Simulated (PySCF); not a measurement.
# sulfanylsilane (SiH4S): spin-spin couplings and electronic excitations at several levels of theory, part 2 of 2

PySCF 2.14.0. Atoms count from 0. Earlier steps stand in the parts before.

### 10 TDDFT and polarisability: PBE0/def2-SVPD

What the job is given:

```
{"job": {"kind": "uv", "xc": "PBE0", "basis": "def2-SVPD", "ip": true}, "charge": 0, "multiplicity": 1}
Si    -0.494789    -0.117101     0.001718
S      1.468327     0.731784    -0.193556
H     -0.720892    -0.690945     1.361961
H     -1.428256     1.021715    -0.225762
H     -0.745382    -1.185646    -1.011297
H      2.121227    -0.429046     0.034864
```

With the program's defaults for keys left out, this is: TDDFT PBE0/def2-SVPD, vertical, gas phase, core orbitals frozen in the response.

Log:

```text
coarse grid: 5728 points
cycle   1  E = -689.5454447048  dE = -1.283e-01  |g| = 1.808e-01  |ddm| = 2.357e+00
cycle   2  E = -689.5454869228  dE = -4.222e-05  |g| = 1.829e-01  |ddm| = 5.733e-01
cycle   3  E = -689.5566259986  dE = -1.114e-02  |g| = 1.359e-02  |ddm| = 3.046e-01
cycle   4  E = -689.5566963475  dE = -7.035e-05  |g| = 3.012e-03  |ddm| = 3.603e-02
cycle   5  E = -689.5566998345  dE = -3.487e-06  |g| = 1.158e-03  |ddm| = 7.351e-03
final grid: 45160 points
cycle   6  E = -689.6272665478  dE = -5.042e-06  |g| = 3.167e-03  |ddm| = 2.708e-02
cycle   7  E = -689.6272663091  dE =  2.387e-07  |g| = 3.194e-03  |ddm| = 1.015e-02
cycle   8  E = -689.6272695658  dE = -3.257e-06  |g| = 1.714e-04  |ddm| = 5.342e-03
cycle   9  E = -689.6272695772  dE = -1.136e-08  |g| = 3.888e-05  |ddm| = 2.961e-04
cycle  10  E = -689.6272695777  dE = -5.307e-10  |g| = 9.192e-06  |ddm| = 6.741e-05
converged SCF energy = -689.6272695777

Static polarisability (au): isotropic 51.210, principal 46.403 46.470 60.755

Singlet excitations
state   eV       nm        f      main configurations
  1   5.9557    208.2   0.02487   H->L 0.95
  2   6.0794    203.9   0.00613   H->L+1 0.89
  3   7.0778    175.2   0.00035   H->L+2 0.98
  4   7.3986    167.6   0.01605   H->L+3 0.89
  5   7.4158    167.2   0.00050   H->L+4 0.92
  6   7.9141    156.7   0.00833   H->L+5 0.97
  7   7.9531    155.9   0.09119   H-1->L 0.87
  8   8.1448    152.2   0.01648   H->L+6 0.98
  9   8.2938    149.5   0.09019   H->L+7 0.93
 10   8.3411    148.6   0.02042   H-2->L 0.49, H-1->L+1 0.37

Triplet excitations (Tamm-Dancoff, eV): 5.5454 5.6602 6.8806 6.9016
Vertical ionisation energy (delta-SCF) = 9.8694 eV
```

Run time: 5.2 s. Hardware: 1 thread of Arm Neoverse V1, shared host; peak memory 0.47 GiB.

In short: HOMO -7.54 eV, LUMO -0.20 eV; lowest singlet 5.96 eV.

### 11 TDDFT and polarisability: BHandHLYP/def2-SVPD

Same as in step 10 but for these lines:

```diff
@@ -1,2 +1,2 @@
-{"job": {"kind": "uv", "xc": "PBE0", "basis": "def2-SVPD", "ip": true}, "charge": 0, "multiplicity": 1}
+{"job": {"kind": "uv", "xc": "BHandHLYP", "basis": "def2-SVPD", "ip": true}, "charge": 0, "multiplicity": 1}
 Si    -0.494789    -0.117101     0.001718
```

Level: TDDFT BHandHLYP/def2-SVPD, vertical, gas phase, core orbitals frozen in the response.

Log:

```text
coarse grid: 5728 points
cycle   1  E = -689.8277186346  dE = -1.581e-01  |g| = 2.041e-01  |ddm| = 2.275e+00
cycle   2  E = -689.8372406286  dE = -9.522e-03  |g| = 1.410e-01  |ddm| = 5.362e-01
cycle   3  E = -689.8439439371  dE = -6.703e-03  |g| = 1.613e-02  |ddm| = 2.488e-01
cycle   4  E = -689.8440541233  dE = -1.102e-04  |g| = 3.383e-03  |ddm| = 4.889e-02
cycle   5  E = -689.8440585322  dE = -4.409e-06  |g| = 7.920e-04  |ddm| = 7.491e-03
final grid: 45160 points
cycle   6  E = -689.8892537210  dE = -1.056e-06  |g| = 5.098e-04  |ddm| = 9.847e-03
cycle   7  E = -689.8892537899  dE = -6.887e-08  |g| = 2.810e-04  |ddm| = 1.299e-03
cycle   8  E = -689.8892538162  dE = -2.636e-08  |g| = 2.152e-05  |ddm| = 4.121e-04
cycle   9  E = -689.8892538165  dE = -2.310e-10  |g| = 9.803e-06  |ddm| = 7.248e-05
converged SCF energy = -689.8892538165

Static polarisability (au): isotropic 49.905, principal 45.250 45.592 58.871

Singlet excitations
state   eV       nm        f      main configurations
  1   6.1375    202.0   0.00893   H->L 0.60, H->L+1 0.24
  2   6.3557    195.1   0.02772   H->L+1 0.48, H->L 0.36
  3   7.5513    164.2   0.00049   H->L+2 0.61, H->L+3 0.20, H->L+5 0.11
  4   7.8043    158.9   0.00169   H->L+3 0.40, H->L+2 0.28, H->L+1 0.16
  5   7.8664    157.6   0.01257   H->L+4 0.82
  6   8.1986    151.2   0.00455   H->L+5 0.53, H->L+3 0.28, H->L+7 0.08
  7   8.2297    150.7   0.08791   H-1->L 0.86
  8   8.3722    148.1   0.01460   H->L+7 0.69, H->L+5 0.18
  9   8.5500    145.0   0.11971   H->L+6 0.85, H-1->L+1 0.10
 10   8.7594    141.5   0.06881   H-2->L 0.31, H-1->L+1 0.29, H->L+4 0.09

Triplet excitations (Tamm-Dancoff, eV): 5.6816 5.9509 7.2417 7.3373
Vertical ionisation energy (delta-SCF) = 9.8188 eV
```

It took 5.2 s on 1 thread of Arm Neoverse V1, shared host; peak memory 0.47 GiB.

This run: HOMO -8.61 eV, LUMO 0.47 eV; lowest singlet 6.14 eV.

### 12 Comparing the runs: spin-spin couplings

Couplings (Hz), each a mean over the pairs like the one named, with basis size and wall time:

| run | Si0–H2 | Si0–S1 | S1–H5 | H2–H3 | H2–H5 | Si0–H5 | S1–H2 | functions | time |
| --- | --- | --- | --- | --- | --- | --- | --- | --- | --- |
| B3LYP/aug-cc-pVTZ-J | -233.6 | 24.8 | 21.7 | 12.0 | 6.5 | 5.7 | 4.6 | 216 | 16 s |
| B3LYP/def2-TZVP | -183.7 | 16.4 | 23.7 | 8.8 | 5.1 | 5.5 | 4.2 | 98 | 5.5 s |
| B3LYP/cc-pVTZ | -172.1 | 19.4 | 17.6 | 8.3 | 5.0 | 5.4 | 4.2 | 124 | 7.3 s |
| B3LYP/6-31G* | -198.4 | 11.7 | 25.8 | 7.5 | 5.0 | 4.9 | 3.8 | 44 | 2.2 s |

### 13 Side by side: electronic excitations

Excitations and ground-state properties, with basis size and wall time:

| run | lowest singlet (eV) | brightest (eV) | f | gap (eV) | α (Å³) | μ (D) | functions | time |
| --- | --- | --- | --- | --- | --- | --- | --- | --- |
| HF/def2-SVPD | 6.52 | 9.50 | 0.218 | 12.51 | 7.14 | 1.22 | 83 | 1.1 s |
| LDA/def2-SVPD | 5.37 | 7.81 | 0.121 | 5.22 | 8.01 | 1.05 | 83 | 4.2 s |
| PBE/def2-SVPD | 5.48 | 7.73 | 0.056 | 5.35 | 7.85 | 1.01 | 83 | 6.4 s |
| B3LYP/def2-SVPD | 5.76 | 8.06 | 0.080 | 6.84 | 7.65 | 1.04 | 83 | 5.3 s |
| PBE0/def2-SVPD | 5.96 | 7.95 | 0.091 | 7.34 | 7.59 | 1.08 | 83 | 5.2 s |
| BHandHLYP/def2-SVPD | 6.14 | 8.55 | 0.120 | 9.08 | 7.40 | 1.12 | 83 | 5.2 s |

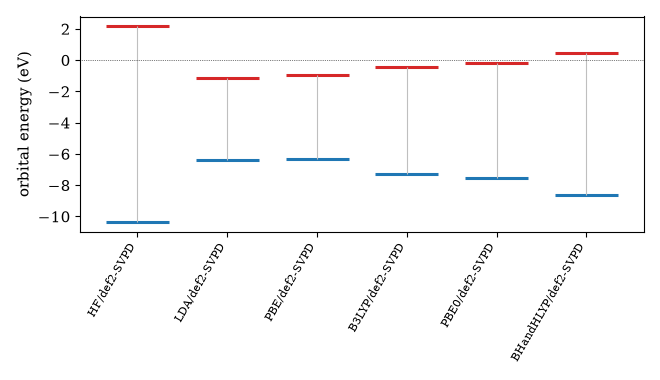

HOMO (blue) and LUMO (red) run by run.

### 14 Results

The summary covers parts 1 to 2.

```
                                           quantity                         value
largest coupling of the table (B3LYP/aug-cc-pVTZ-J)    1J(Si,H) Si0–H2, -233.6 Hz
                      lowest singlet (HF/def2-SVPD)   6.52 eV (190 nm), f = 0.003
           brightest single state of those computed  state 10, 9.50 eV, f = 0.218
                                     lowest triplet                       5.91 eV
                  vertical ionisation energy (ΔSCF)                       8.95 eV
           range of J(Si0,H2), mean over like pairs           -233.6 to -172.1 Hz
                        range of the lowest singlet               5.37 to 6.52 eV
```

Single values in the summary come from the first run of each kind that ended normally (B3LYP/aug-cc-pVTZ-J; HF/def2-SVPD), which need not be the best level. In the run at B3LYP/aug-cc-pVTZ-J, the largest coupling of the table is Si0–H2 (mean over like pairs), -233.6 Hz, of which the Fermi-contact term gives -234.0 Hz. The lowest singlet, at 6.52 eV, is HOMO→LUMO 0.37, HOMO→LUMO+7 0.37 and is weak; of the 10 states computed, the strongest absorption comes from state 10 at 9.50 eV (the last computed, so partners may be missing). The lowest triplet lies 0.61 eV below the lowest singlet (triplets in Tamm-Dancoff, singlets in full TDDFT). At HF/def2-SVPD, the highest states lie near or above the ionisation energy, where they hang on the basis. The orbital energy would give 10.35 eV for ionisation, ΔSCF gives 8.95 eV. The coupling Si0–H2, as a mean over pairs of its kind, runs from -233.6 Hz (B3LYP/aug-cc-pVTZ-J) to -172.1 Hz (B3LYP/cc-pVTZ). The lowest singlet runs from 5.37 eV (LDA/def2-SVPD) to 6.52 eV (HF/def2-SVPD), while the orbital gap spans 5.22 to 12.51 eV: the excitation energy moves far less from run to run than the orbital gap does. The lowest state need not be the same one in every run. The runs solved for a few states only, so the brightest column depends on that window. Couplings from bases without tight functions are rough.
